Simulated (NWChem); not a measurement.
# doublet CH3Cl+: levels of theory compared

Aim: a comparison of 6 runs (UPBE0/def2-TZVPP, U-revPBE/def2-TZVPP, UBLYP/def2-TZVPP, UM06-L/def2-TZVPP, USVWN5/def2-TZVPP, UTPSS/def2-TZVPP) of doublet CH3Cl+. 

The calculation is run with NWChem 7.3.0.

2 further runs of the same task are left out: 2 set aside as unsound or not needed.

**1. The system as given**

CH3Cl+ has 5 atoms, charge +1, and is taken as a doublet. SMILES of the parent species: `CCl`. Geometry: relaxed at PBE0-D4/def2-TZVP. That shape belongs to the parent species and isn't relaxed for this state.

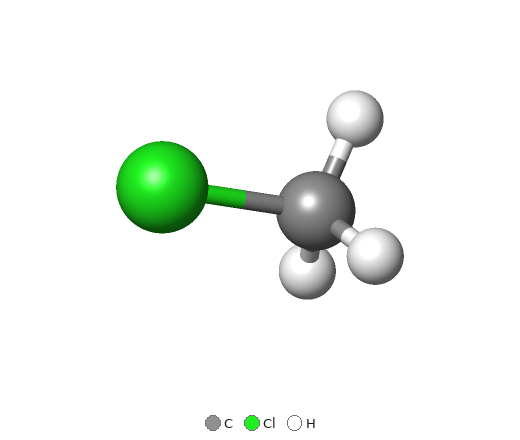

The structure, seen from a chosen angle (carbon grey, chlorine green, hydrogen white).

**2. A single-point energy at UPBE0/def2-TZVPP (run 1)**

Input file run.py:

```python
from ase import Atoms
from ase.calculators.nwchem import NWChem

molecule = Atoms(['C', 'Cl', 'H', 'H', 'H'], positions=[
    [-0.120900, 0.010000, 0.051300],
    [1.469400, -0.290800, -0.672500],
    [-0.284800, -0.715400, 0.844700],
    [-0.880000, -0.097100, -0.720100],
    [-0.133800, 1.019700, 0.455100],
])

calc = NWChem(
    label='ch3cl',
    theory='dft',
    memory='2200 mb',
    basis='def2-TZVPP',
    basispar='spherical bse',
    charge=1,
    dft={'xc': 'pbe0', 'mult': '2', 'grid': 'fine', 'convergence': 'energy 1e-08', 'iterations': '100', 'mulliken': None, 'print': 'low'},
    task='energy',
)
molecule.calc = calc

print(f"energy = {molecule.get_potential_energy():.6f} eV")
```

The run is started by

```sh
export ASE_NWCHEM_COMMAND="nwchem PREFIX.nwi > PREFIX.nwo"
python run.py
```

Output:

```text
energy = -13592.743025 eV
```

The calculator wrote ch3cl.nwi:

```
title "ch3cl"

permanent_dir ch3cl

scratch_dir ch3cl

start ch3cl

geometry units angstrom nocenter noautosym noautoz
  C  -1.2089999999999999e-01 1.0000000000000000e-02 5.1299999999999998e-02
  Cl 1.4694000000000000e+00 -2.9080000000000000e-01 -6.7249999999999999e-01
  H  -2.8480000000000000e-01 -7.1540000000000004e-01 8.4470000000000001e-01
  H  -8.8000000000000000e-01 -9.7100000000000006e-02 -7.2009999999999996e-01
  H  -1.3380000000000000e-01 1.0197000000000001e+00 4.5510000000000000e-01
end

charge 1

memory 2200 mb

basis spherical bse noprint
   * library def2-TZVPP
end

dft
  xc pbe0
  mult 2
  grid fine
  convergence energy 1e-08
  iterations 100
  mulliken
  print low
end

task dft energy
```

ch3cl.nwo:

```text
Northwest Computational Chemistry Package (NWChem) 7.3.0
             --------------------------------------------------------

           Job information
           ---------------

    nwchem branch   = 7.3.0
    use scalapack   = T
    input           = ch3cl.nwi
    prefix          = ch3cl.
    data base       = ch3cl/ch3cl.db
    status          = startup
    nproc           =        1

           Memory information
           ------------------

    heap     =     72089594 doubles =      550.0 Mbytes
    stack    =     72089599 doubles =      550.0 Mbytes
    global   =    144179200 doubles =     1100.0 Mbytes (distinct from heap & stack)
    total    =    288358393 doubles =     2200.0 Mbytes
    verify   = yes
    hardfail = no

           Directory information
           ---------------------

  0 permanent = ch3cl
  0 scratch   = ch3cl

                                NWChem Input Module
                                -------------------

                                       ch3cl
                                       -----

[... 25 lines left out ...]
            Nuclear Dipole moment (a.u.)
[... 80 lines left out ...]
   convergence    iter        energy       DeltaE   RMS-Dens  Diis-err    time
[... 13 lines left out ...]
         Total DFT energy =     -499.524096728003
      One electron energy =     -782.157882369358
           Coulomb energy =      265.345839066029
    Exchange-Corr. energy =      -34.250344311404
 Nuclear repulsion energy =       51.538290886730
[... 33 lines left out ...]
    Atom       Charge   Shell Charges
 -----------   ------   -------------------------------------------------------
    1 C    6     6.09   0.91  1.03  0.33  0.34  0.18  1.04  1.33  0.58  0.02  0.29  0.03
    2 Cl  17    16.06   1.98  0.85  1.14  0.94  0.72  3.92  1.90  1.22  2.22  1.06  0.00  0.01  0.09  0.01
    3 H    1     0.97   0.25  0.39  0.15  0.02  0.13  0.03
    4 H    1     0.94   0.24  0.37  0.14  0.02  0.14  0.03
    5 H    1     0.95   0.24  0.37  0.14  0.02  0.14  0.03

     ------------------------------------------
      Spin Density - Lowdin Population Analysis
     ------------------------------------------

    Atom       Charge   Shell Charges
 -----------   ------   -------------------------------------------------------
    1 C    6     0.08  -0.00 -0.00 -0.00 -0.00 -0.00  0.03  0.02 -0.01  0.00  0.04  0.00
    2 Cl  17     0.84   0.00  0.00  0.00  0.01 -0.00  0.04 -0.00  0.19  0.44  0.16  0.00  0.00  0.00  0.00
    3 H    1     0.00  -0.00 -0.00 -0.00  0.00  0.00  0.00
    4 H    1     0.05   0.02  0.02  0.00  0.00 -0.00  0.00
    5 H    1     0.04   0.02  0.02  0.00  0.00 -0.00  0.00

     --------------------------
     Expectation value of S2:
     --------------------------
      <S2> =      0.7544 (Exact =     0.7500)

 Task  times  cpu:       28.6s     wall:       28.6s
 Total times  cpu:       28.6s     wall:       28.6s
```

Wall time 30 s (1 thread of AMD EPYC 7R43 (Zen 3), shared host); peak memory 0.12 GiB.

**3. The energy at U-revPBE/def2-TZVPP (run 2)**

Input file mol.nw:

```
start mol
memory 2200 mb
charge 1

geometry units au noautosym nocenter noautoz
  C     -0.22846789     0.01889726     0.09694295
  Cl     2.77676357    -0.54953236    -1.27084082
  H     -0.53819400    -1.35191007     1.59625166
  H     -1.66295899    -0.18349241    -1.36079178
  H     -0.25284536     1.92695373     0.86001436
end

basis spherical bse
  C library def2-TZVPP
  Cl library def2-TZVPP
  H library def2-TZVPP
end

dft
  xc revpbe cpbe96
  mult 2
  grid fine
  convergence energy 1e-08
  iterations 100
  mulliken
  noprint "final vectors analysis"
end

task dft
```

The run is started by

```sh
nwchem mol.nw > mol.out
```

Output:

```text
[...]
          Wavefunction type:  spin polarized.
          No. of atoms     :     5
          No. of electrons :    25
[...]
          Charge           :     1
          Spin multiplicity:     2
[...]
          AO basis - number of functions:   115
[...]
              XC Information
              --------------
                        RevPBE Exchange Functional  1.000
            Perdew 1991 LDA Correlation Functional  1.000 local
           PerdewBurkeErnz. Correlation Functional  1.000 non-local
[...]
 d= 0,ls=0.0,diis     1   -499.3911036970 -5.51D+02  7.63D-03  1.27D+00     2.8
[...]
 d= 0,ls=0.5,diis    32   -499.6384102271 -8.85D-09  3.92D-08  8.25D-09    76.4
[...]
         Total DFT energy =     -499.638410233400
      One electron energy =     -782.233525263315
           Coulomb energy =      265.417587915407
    Exchange-Corr. energy =      -34.360760009586
 Nuclear repulsion energy =       51.538287124093
[...]
      Total Density - Mulliken Population Analysis
     ---------------------------------------------
    Atom       Charge   Shell Charges
 -----------   ------   -------------------------------------------------------
    1 C    6     6.11   0.86  1.11  0.54  0.62  0.01  1.29  1.35  0.25  0.01  0.06  0.00
    2 Cl  17    16.50   2.01  0.43  1.52  1.22  0.76  4.18  1.67  1.08  2.66  0.88  0.00  0.02  0.05  0.01
    3 H    1     0.79   0.26  0.42  0.07  0.01  0.03  0.00
    4 H    1     0.81   0.27  0.43  0.07  0.01  0.03  0.00
    5 H    1     0.80   0.27  0.42  0.07  0.01  0.03  0.00
[...]
      <S2> =      0.7527 (Exact =     0.7500)
[...]
```

Run time: 80 s. Hardware: 1 thread of AMD EPYC 7R43 (Zen 3), shared host; peak memory 0.12 GiB.

Runs 3 to 4 aren't shown in full; the table further down has their settings and results.

**4. A single-point energy at USVWN5/def2-TZVPP (run 5)**

Input file sp.nw:

```
start sp
title "CH3Cl SVWN5"
memory total 2200 mb
charge 1

geometry units angstrom noautosym nocenter noautoz
  C    -0.120900    0.010000    0.051300
  Cl    1.469400   -0.290800   -0.672500
  H    -0.284800   -0.715400    0.844700
  H    -0.880000   -0.097100   -0.720100
  H    -0.133800    1.019700    0.455100
end

basis "ao basis" spherical bse
  C library def2-TZVPP
  Cl library def2-TZVPP
  H library def2-TZVPP
end

dft
  xc slater vwn_5
  mult 2
  grid fine
  convergence energy 1e-08
  iterations 100
  mulliken
  noprint "final vectors analysis"
end

task dft energy
```

The run is started by

```sh
nwchem sp.nw > sp.out
```

Output:

```text
[...]
          Wavefunction type:  spin polarized.
          No. of atoms     :     5
          No. of electrons :    25
[...]
          Charge           :     1
          Spin multiplicity:     2
[...]
          AO basis - number of functions:   115
[...]
              XC Information
              --------------
                        Slater Exchange Functional  1.000 local
                      VWN V Correlation Functional  1.000 local
[...]
 d= 0,ls=0.0,diis     1   -497.5990211534 -5.49D+02  7.90D-03  1.53D+00     2.1
[...]
 d= 0,ls=0.5,diis    33   -497.8516817296 -9.83D-09  6.15D-08  9.13D-09    54.9
[...]
         Total DFT energy =     -497.851681736837
      One electron energy =     -782.163966804695
           Coulomb energy =      265.290140519166
    Exchange-Corr. energy =      -32.516146338039
 Nuclear repulsion energy =       51.538290886730
[...]
      Total Density - Mulliken Population Analysis
     ---------------------------------------------
    Atom       Charge   Shell Charges
 -----------   ------   -------------------------------------------------------
    1 C    6     6.28   0.84  1.13  0.54  0.68  0.08  1.33  1.32  0.30  0.01  0.05  0.00
    2 Cl  17    16.50   2.01  0.43  1.53  1.23  0.75  4.18  1.67  1.12  2.59  0.93  0.00  0.02  0.05  0.01
    3 H    1     0.73   0.24  0.40  0.05  0.01  0.03  0.00
    4 H    1     0.75   0.25  0.41  0.05  0.01  0.02  0.00
    5 H    1     0.74   0.25  0.41  0.05  0.01  0.02  0.00
[...]
      <S2> =      0.7513 (Exact =     0.7500)
[...]
```

Wall time 57 s (1 thread of AMD EPYC 7R43 (Zen 3), shared host); peak memory 0.12 GiB.

**5. A single-point energy at UTPSS/def2-TZVPP (run 6)**

Input file m1.nw:

```
echo
start m1
memory 2200 mb
charge 1
geometry units angstrom noautosym nocenter noautoz
 C       -0.120900       0.010000       0.051300
 Cl       1.469400      -0.290800      -0.672500
 H       -0.284800      -0.715400       0.844700
 H       -0.880000      -0.097100      -0.720100
 H       -0.133800       1.019700       0.455100
end
basis spherical bse
 C library def2-TZVPP
 Cl library def2-TZVPP
 H library def2-TZVPP
end
dft
 xc xtpss03 ctpss03
 mult 2
 grid fine
 convergence energy 1e-08
 iterations 100
 mulliken
end
task dft energy
```

The run is started by

```sh
nwchem m1.nw > m1.out
```

Output:

```text
[...]
          Wavefunction type:  spin polarized.
          No. of atoms     :     5
          No. of electrons :    25
[...]
          Charge           :     1
          Spin multiplicity:     2
[...]
          AO basis - number of functions:   115
[...]
              XC Information
              --------------
                  TPSS metaGGA Exchange Functional  1.000
             TPSS03 metaGGA Correlation Functional  1.000
[...]
 d= 0,ls=0.0,diis     1   -499.5163393913 -5.51D+02  7.40D-03  1.19D+00     3.2
[...]
 d= 0,ls=0.5,diis    31   -499.7612862532 -8.84D-09  3.85D-08  8.94D-09    89.0
[...]
         Total DFT energy =     -499.761286259071
      One electron energy =     -782.240359633368
           Coulomb energy =      265.433443131371
    Exchange-Corr. energy =      -34.492660643805
 Nuclear repulsion energy =       51.538290886730
[...]
      Total Density - Mulliken Population Analysis
     ---------------------------------------------
    Atom       Charge   Shell Charges
 -----------   ------   -------------------------------------------------------
    1 C    6     6.06   0.86  1.12  0.54  0.62  0.01  1.28  1.32  0.24  0.02  0.06  0.00
    2 Cl  17    16.50   2.01  0.44  1.52  1.22  0.78  4.18  1.67  1.09  2.66  0.87  0.00  0.02  0.05  0.01
    3 H    1     0.80   0.26  0.44  0.06  0.01  0.03  0.00
    4 H    1     0.82   0.27  0.45  0.06  0.01  0.03  0.00
    5 H    1     0.82   0.27  0.45  0.06  0.01  0.03  0.00
[...]
      <S2> =      0.7535 (Exact =     0.7500)
[...]
```

It took 93 s on 1 thread of AMD EPYC 7R43 (Zen 3), shared host; peak memory 0.12 GiB.

**6. All runs side by side**

```
run                level  energy (Eh)   ⟨S²⟩  wall time
  1     UPBE0/def2-TZVPP  -499.524097  0.754       30 s
  2  U-revPBE/def2-TZVPP  -499.638410  0.753       80 s
  3     UBLYP/def2-TZVPP  -499.707975  0.752       81 s
  4    UM06-L/def2-TZVPP  -499.714491  0.754       90 s
  5    USVWN5/def2-TZVPP  -497.851682  0.751       57 s
  6     UTPSS/def2-TZVPP  -499.761286  0.753       93 s
```

**7. Summary of results**

| quantity | value |
| --- | --- |
| run 6: total energy | -499.76129 Eh |
| run 6: HOMO energy (highest over α and β) | -15.47 eV |
| run 6: LUMO energy (lowest over α and β) | -15.01 eV |
| run 6: ⟨S²⟩ | 0.753 |

**Reading.** Totals of different functionals can't be ranked against each other. All runs together took 7.2 min, the longest 93 s.
